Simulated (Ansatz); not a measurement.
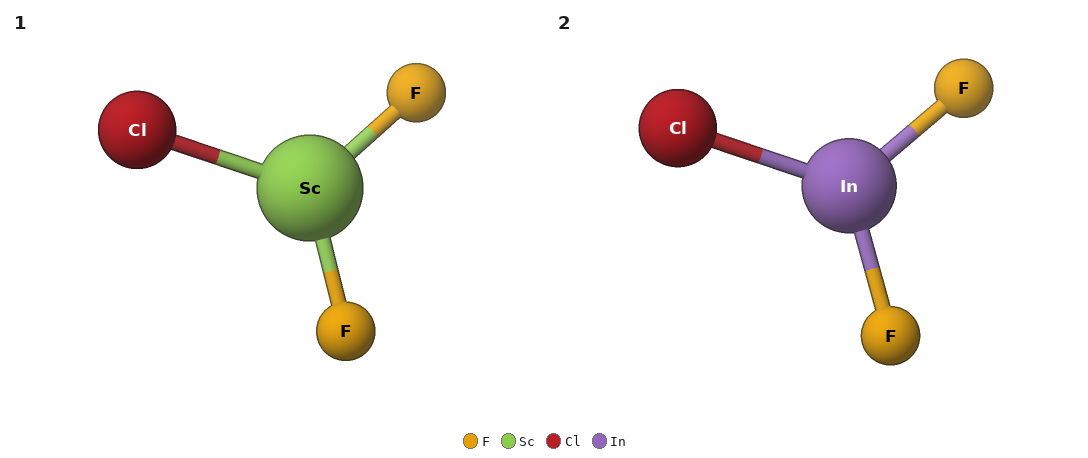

2 molecules with one skeleton, seen from the same side and at one scale. Charge 0, singlet. Computed geometries: PBE0-D4/def2-TZVP optimisations, one conformation each. Properties computed with Ansatz 0.2.0. Elements past Kr carry core potentials.

One atom differs, called X below: Sc in panel 1, In in panel 2. Their formulas are ScClF2 (`[F][Sc]([F])[Cl]`), InClF2 (`[F][In]([F])[Cl]`).

In which is the mean length of X–F larger (PBE0-D4/def2-TZVP)?

In panel 2 (X = In).

In which is the harmonic zero-point energy higher (PBE0-D4/def2-TZVP)?

In panel 1 (X = Sc).

Give the values. With PBE0-D4/def2-TZVP: length of X–Cl (Å), mean length of X–F (Å), angle F–X–F (°), dipole moment (D), harmonic zero-point energy (kJ/mol). With ωB97M-V/def2-SVP: HOMO energy (Kohn–Sham orbital) (eV), HOMO–LUMO gap (eV).

```json
{"quantity": "length of X–Cl (Å)", "1 (Sc)": "2.297", "2 (In)": "2.277", "2 − 1": "−0.020"}
{"quantity": "mean length of X–F (Å)", "1 (Sc)": "1.825", "2 (In)": "1.923", "2 − 1": "+0.098"}
{"quantity": "angle F–X–F (°)", "1 (Sc)": "117.7", "2 (In)": "114.8", "2 − 1": "−2.9"}
{"quantity": "dipole moment (D)", "1 (Sc)": "0.50", "2 (In)": "1.20", "2 − 1": "+0.70"}
{"quantity": "harmonic zero-point energy (kJ/mol)", "1 (Sc)": "13.2", "2 (In)": "11.9", "2 − 1": "−1.3"}
{"quantity": "HOMO energy (Kohn–Sham orbital) (eV)", "1 (Sc)": "−11.23", "2 (In)": "−11.99", "2 − 1": "−0.76"}
{"quantity": "HOMO–LUMO gap (eV)", "1 (Sc)": "10.32", "2 (In)": "11.06", "2 − 1": "+0.74"}
```
